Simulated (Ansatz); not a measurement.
# AlH3 + HF: a complex and its separated parts

The complex below is one end of an elementary step. How strongly is it bound against its free parts?

Computed with Ansatz 0.2.0, Gaussian basis. Level: PBE0-D4/def2-TZVP structures, single points in def2-TZVPP, no counterpoise correction.

Levels: SPW92, PBE-D4, BLYP-D4, r2SCAN-D4, B97M-V, PBE0-D4, B3LYP-D4, r2SCAN0-D4, BHLYP-D4, CAM-B3LYP-D4, wB97X-V, wB97M-V, B2PLYP, PBE-QIDH, RPA on PBE, Hartree-Fock, MP2, CCSD, CCSD(T).

Correlated methods freeze the cores. B3LYP uses VWN-RPA correlation. B2PLYP carries no dispersion term here.

20 further runs of the same task are left out: 20 set aside as unsound or not needed.

### Step 1. Starting geometry

The complex: 6 atoms, charge 0, spin multiplicity 1.

Atoms are counted from 1 here; the program's logs count them from 0.

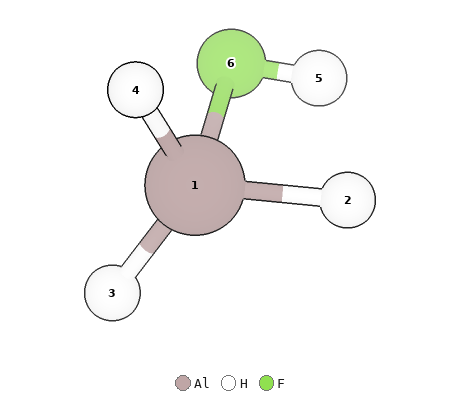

The starting geometry (aluminium light grey, hydrogen white, fluorine green); atoms are numbered from 1 in the order of the file.

Geometry (Å):

```xyz
6
charge 0, multiplicity 1
Al    0.0279   -0.6502    0.1381
H     1.3929   -0.0427   -0.4731
H    -0.9490   -1.4164   -0.8465
H    -0.0630   -0.8355    1.7092
H     0.2112    1.6015   -0.4372
F    -0.6201    1.3434   -0.0904
```

Its parts: AlH3 holds atoms 1, 2, 3, 4; HF holds atoms 5, 6. Each part counts its atoms afresh in its own runs.

### Step 2. Relaxing AlH3 alone

File relax-a/in.yaml:

```yaml
crystal:
  periodic: [false, false, false]
  atoms:
    - {symbol: Al, position_ang: [0.027949, -0.650249, 0.138106]}
    - {symbol: H, position_ang: [1.392903, -0.042685, -0.473142]}
    - {symbol: H, position_ang: [-0.949000, -1.416378, -0.846535]}
    - {symbol: H, position_ang: [-0.063034, -0.835457, 1.709193]}
basis:
  gaussian: {orbitals: def2-TZVP}
hamiltonian: {xc: pbe0, dispersion: d4}
relax: {f_tol: 0.005, max_steps: 200}
```

The command line of these runs was not kept.

The runs that follow: Relaxing HF alone; wB97M-V/def2-TZVPP; CCSD(T)/def2-TZVPP; CCSD(T)/def2-QZVPP; Vibrations of AlH3; Vibrations of HF.

Q: Predict the outcome of this session. Wanted: complex less parts, CCSD(T)/def2-TZVPP; with zero-point energy; largest T1 diagnostic.

The runs gave:

```
                              quantity         value
complex less parts, CCSD(T)/def2-TZVPP  -41.9 kJ/mol
                with zero-point energy  -32.6 kJ/mol
                 largest T1 diagnostic         0.009
```

In words: At CCSD(T) the complex lies 41.9 kJ/mol below its parts. Among the functionals B3LYP-D4 lands nearest to CCSD(T) (0.0 kJ/mol) and SPW92 farthest (-29.3 kJ/mol). Mean unsigned error by rung: LDA 29.3, GGA 3.8, meta-GGA 8.8, hybrid 3.3, range-separated hybrid 5.2, double hybrid 1.9 kJ/mol. PBE-D4 gives a relative energy 6.8 kJ/mol too low, outside chemical accuracy (1 kcal/mol, 4.2 kJ/mol). No counterpoise was applied, and triple zeta lacks some correlation, so the CCSD(T) reference has a basis error of its own, and close matches with it are partly luck.
